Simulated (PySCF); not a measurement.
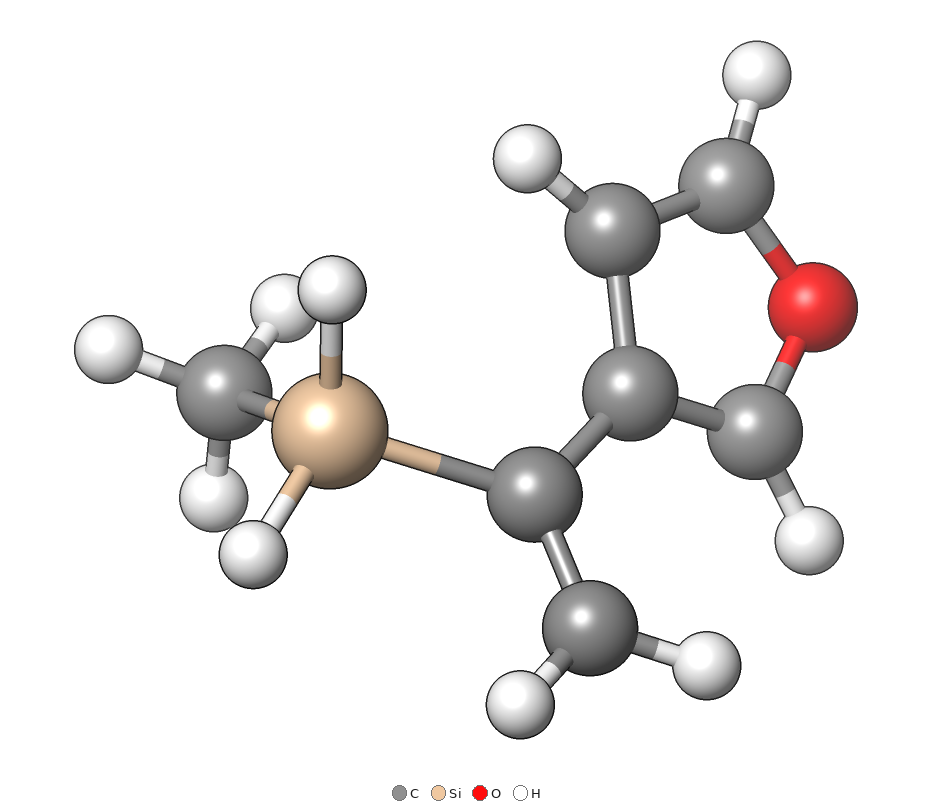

The geometry was computed by an optimisation with GFN2-xTB. No frequency run is at hand to confirm it as a minimum. Level of theory: PBE0/pcSseg-1, gas phase (PySCF 2.14.0).

Predict the main results.

The species is C₇H₁₀OSi (`C=C([SiH2]C)c1ccoc1`).
- dipole moment: 0.43 D
- HOMO energy (Kohn–Sham orbital): −6.42 eV
- LUMO energy (Kohn–Sham orbital): −0.78 eV
- HOMO–LUMO gap: 5.64 eV

The geometry is semi-empirical. Around Si such bond lengths and angles can be off by a tenth of an ångström or more and by several degrees, and values that hang on the shape move with them.
